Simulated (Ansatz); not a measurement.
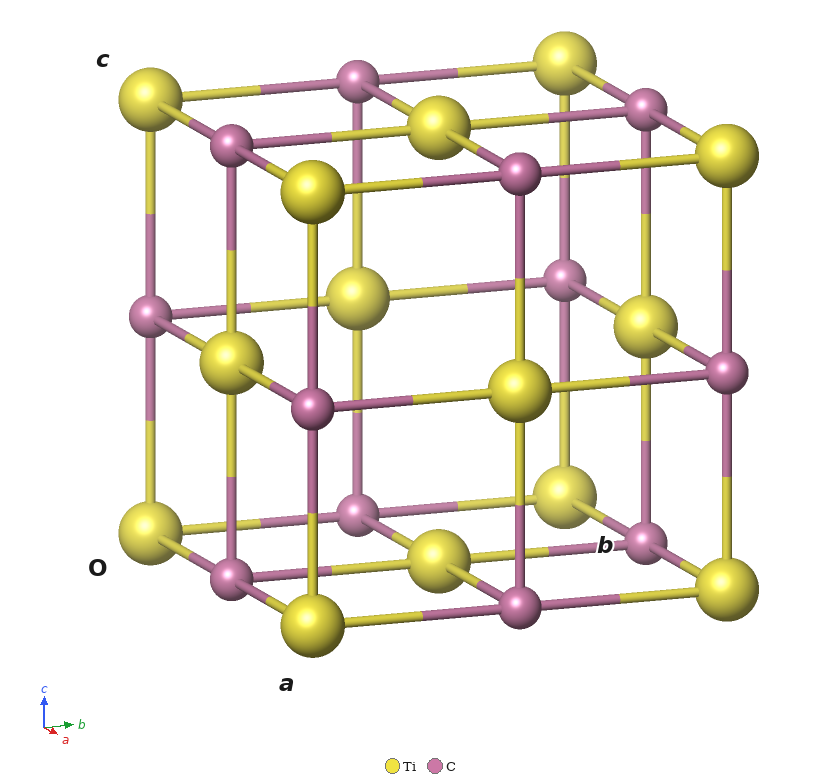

For Ti₄C₃, the input geometry of an electronic-structure calculation (not necessarily at equilibrium); the starting structure was generated, so it need not be a known form of this composition: one unit cell is drawn above. Symmetry computed with spglib at a tolerance of 0.002 Å; standard conventional cell.

```yaml
crystal:
  lattice:
    - [4.31034, 0.00000, 0.00000]
    - [0.00000, 4.31034, 0.00000]
    - [0.00000, 0.00000, 4.31034]
  atoms:
    - { symbol: Ti, position: [0.00000, 0.00000, 0.00000] }
    - { symbol: Ti, position: [0.00000, 0.50000, 0.50000] }
    - { symbol: Ti, position: [0.50000, 0.00000, 0.50000] }
    - { symbol: Ti, position: [0.50000, 0.50000, 0.00000] }
    - { symbol: C, position: [0.50000, 0.00000, 0.00000] }
    - { symbol: C, position: [0.00000, 0.50000, 0.00000] }
    - { symbol: C, position: [0.00000, 0.00000, 0.50000] }
```

Q: What is its point group?

A: m-3m (Oh), order 48, cubic system: three fourfold axes, four threefold axes, six twofold axes, nine mirror planes, an inversion centre.

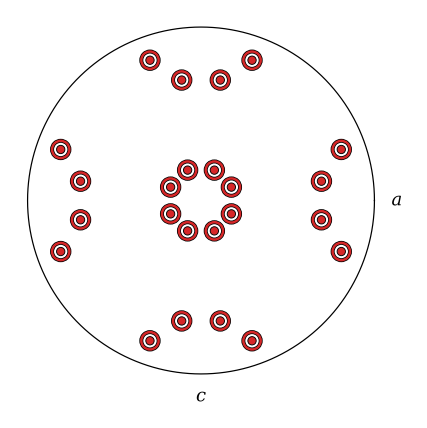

Stereographic projection: filled dots lie in the upper hemisphere, open rings in the lower. The poles are one general form. The b axis points at the viewer.

Q: What does this class allow?

A: Class m-3m is centrosymmetric, so neither piezoelectric nor pyroelectric; it is not chiral. Its Laue class is m-3m.
